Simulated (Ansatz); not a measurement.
# Run report: Nb₂N₁₀H₂₀ (charge −1), single-point calculation

Nb₂N₁₀H₂₀ (Nb2(NH2)10), charge −1, multiplicity 2, computed with UKS PBE0-D4/def2-SVP (Ansatz 0.2.0).

The geometry comes from this level: r2SCAN-D4/def2-SVP.

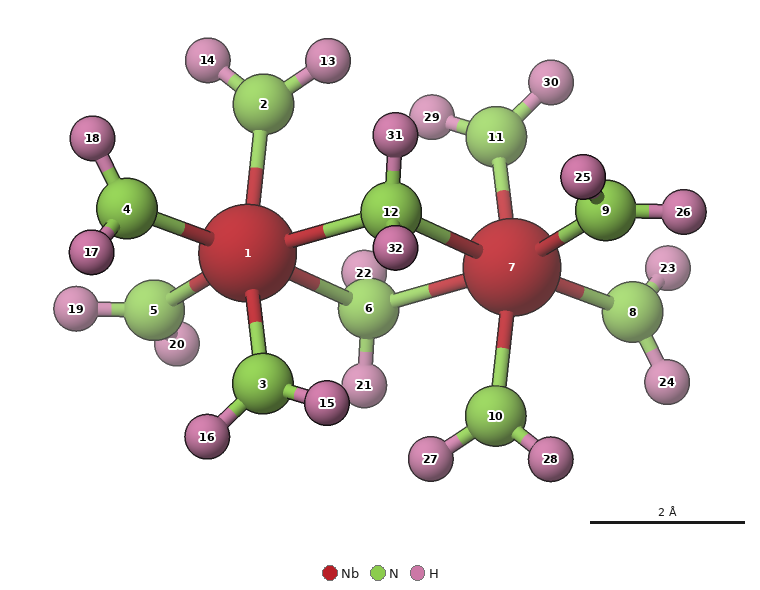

Figure 1. The structure as given in the input (ball-and-stick view, seen at a tilt; atoms are numbered from 1 in the order of the input). Sticks mark near contacts. Bond lengths as drawn: H–N 1.02 Å and N–Nb 2.04 to 2.26 Å.

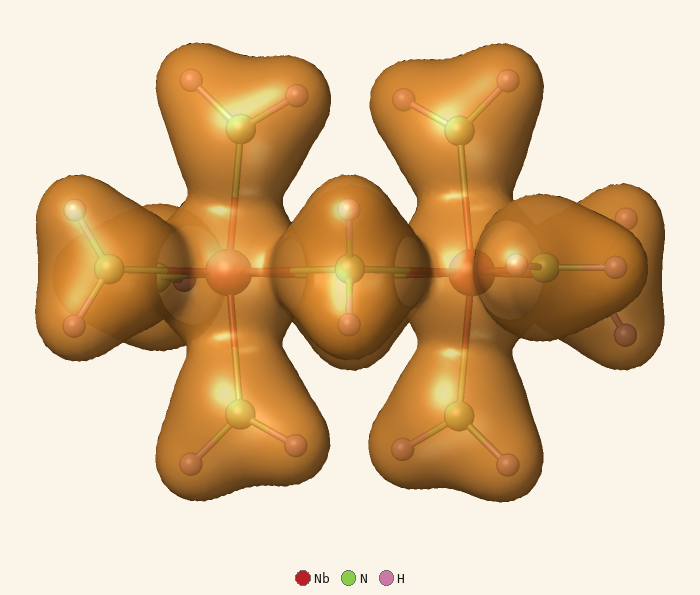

Figure 2. Isosurface of the electron density at 0.3 e/Å³ (orange), seen face on. At this value the surface is in one piece. On the grid the lowest density along these lines, outside the cores, is 0.8 e/Å³ (Nb–N, 2.04 Å), 2.2 e/Å³ (N–H, 1.02 Å) and 0.56 e/Å³ (Nb–N, 2.23 Å).

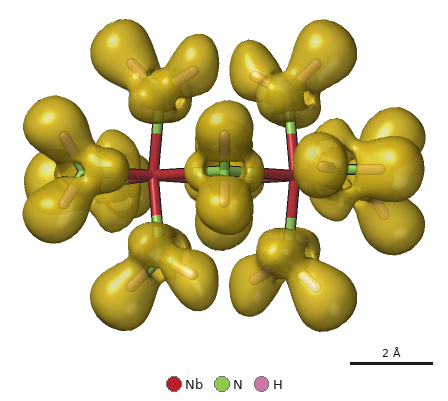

Figure 3. Isosurface of the ELF at 0.75 (yellow), seen face on. Only the valence region is drawn (cores and ρ < 0.01 e/Å³ removed). Profiles from the grid: Nb–N (2.04 Å): the ELF peaks at about 0.90 in the valence shell of N, 0.6 Å from its nucleus, and is about 0.25 at the midpoint. N–H (1.02 Å): the ELF climbs to about 1 towards the hydrogen, as it does in any bond to H (a covalent bond by its length).

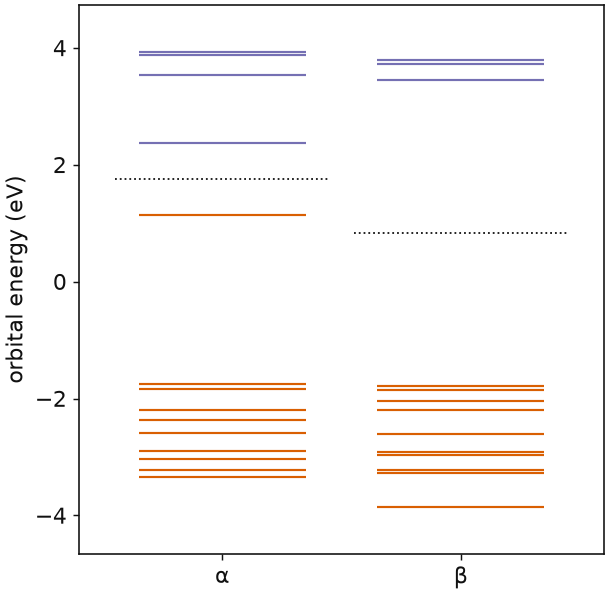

Figure 4. Orbital energies near the frontier for α and β spins; the dotted line parts filled from empty levels, and levels within 0.02 eV of each other stand side by side. α: highest filled 1.14 eV, lowest empty 2.37 eV, 1.23 eV apart; β: highest filled −1.78 eV, lowest empty 3.46 eV, 5.24 eV apart.

These pictures come from the run below.

**Input**
```yaml
crystal:
  periodic: [false, false, false]
  atoms:
    - {symbol: Nb, position_ang: [0.091320, -1.008658, 1.409965]}
    - {symbol: N, position_ang: [1.508693, 0.342300, 2.072867]}
    - {symbol: N, position_ang: [-0.872440, -2.425195, 0.251474]}
    - {symbol: N, position_ang: [1.076158, -2.499405, 2.390735]}
    - {symbol: N, position_ang: [-1.306877, -0.799594, 2.908641]}
    - {symbol: N, position_ang: [-1.149346, 0.652433, 0.516688]}
    - {symbol: Nb, position_ang: [-0.096088, 1.013334, -1.410565]}
    - {symbol: N, position_ang: [-1.081192, 2.503806, -2.390775]}
    - {symbol: N, position_ang: [1.299131, 0.808609, -2.911890]}
    - {symbol: N, position_ang: [-1.508575, -0.342128, -2.070189]}
    - {symbol: N, position_ang: [0.870891, 2.423137, -0.249246]}
    - {symbol: N, position_ang: [1.144815, -0.646245, -0.520064]}
    - {symbol: H, position_ang: [2.096651, 0.916475, 1.464962]}
    - {symbol: H, position_ang: [1.786866, 0.503275, 3.042224]}
    - {symbol: H, position_ang: [-0.816091, -2.486007, -0.767217]}
    - {symbol: H, position_ang: [-1.429624, -3.209590, 0.593841]}
    - {symbol: H, position_ang: [0.878933, -3.497006, 2.306603]}
    - {symbol: H, position_ang: [1.854376, -2.371014, 3.038827]}
    - {symbol: H, position_ang: [-1.314132, -1.356579, 3.760731]}
    - {symbol: H, position_ang: [-2.083738, -0.142404, 2.926458]}
    - {symbol: H, position_ang: [-2.122809, 0.376619, 0.366034]}
    - {symbol: H, position_ang: [-1.160068, 1.490147, 1.103581]}
    - {symbol: H, position_ang: [-0.883664, 3.501325, -2.307199]}
    - {symbol: H, position_ang: [-1.858603, 2.374760, -3.039726]}
    - {symbol: H, position_ang: [2.076504, 0.151949, -2.931091]}
    - {symbol: H, position_ang: [1.305181, 1.366565, -3.763422]}
    - {symbol: H, position_ang: [-2.085554, -0.926518, -1.461503]}
    - {symbol: H, position_ang: [-1.767854, -0.524550, -3.040717]}
    - {symbol: H, position_ang: [0.819208, 2.477270, 0.770170]}
    - {symbol: H, position_ang: [1.453389, 3.190233, -0.587955]}
    - {symbol: H, position_ang: [2.118470, -0.371833, -0.367392]}
    - {symbol: H, position_ang: [1.156064, -1.485491, -1.104860]}
basis:
  gaussian: {orbitals: def2-SVP, initial_orbitals: start.molden}
total_charge: -1
magnetization: {spin_polarized: true, initial_magnetization: 1}
hamiltonian: {xc: pbe0, dispersion: d4}
scf: {omitted_lower_state_checks: [starts]}
output: {orbitals: {seedname: orbitals}}
```

Run as:
```bash
ansatz run in.yaml --threads 4 --pin off --events-out ev --progress --plain --max-ram 6963MiB
```

**The program's output**
```
Functional definition: PBE0
  name "PBE0"
  cite "Adamo & Barone, J. Chem. Phys. 110, 6158 (1999) doi:10.1063/1.478522"
  cite "Perdew, Burke & Ernzerhof, Phys. Rev. Lett. 77, 3865 (1996) doi:10.1103/PhysRevLett.77.3865"
  parent pbe
  parameter a = 0.25
  parameter kappa = 0.804
  parameter beta = 0.06672455060314922
  exchange = (1 - a)*pbe_x(kappa = kappa, mu = beta*pi^2/3) + a*exact_x
  correlation = pbe_c(beta = beta)
these checks for a lower state are left out or cut short: starts
3124 factors; integrals over basis functions are off by at most 1.3e-3 eV
mean field evaluation 1: about -18304.6387 eV, gradient 4.0e0 eV
mean field evaluation 2: about -18304.7470 eV, gradient 1.1e-1 eV
mean field evaluation 4: about -18305.4665 eV, gradient 5.7e-3 eV
mean field evaluation 8: about -18305.4665 eV, gradient 2.6e-5 eV
mean field -18305.46652031 eV, -672.7134867305 hartree, gradient 2.6e-5 eV, S^2 0.761972; 0 other end points of the search recorded, 0 dependent functions left out
reference -18305.46660714 eV, -672.7134899215 hartree; 59, 58 occupied and 243, 244 virtual orbitals, 3124 factors
Total energy: -18306.45242792 eV, -672.7497181669 hartree
Checks for a lower state left out: starts
```

**Results in brief**

- outcome: converged
- total energy: −18306.4524 eV
- mean-field energy: −18305.4666 eV
- dispersion energy: −0.9858 eV
- ⟨S²⟩: 0.762
- SCF solution under orbital rotations: stable
- HOMO (either spin): 1.14 eV
- LUMO (either spin): 2.37 eV
- hardware: 4 threads of Intel Xeon, 63 GiB of memory available, shared host
- wall time: 30 s (CPU time 1.9 min)
- peak memory: 2 GiB

The highest filled orbital lies above zero: either the extra electron isn't bound at this level, or the self-interaction error of the functional lifts the level.
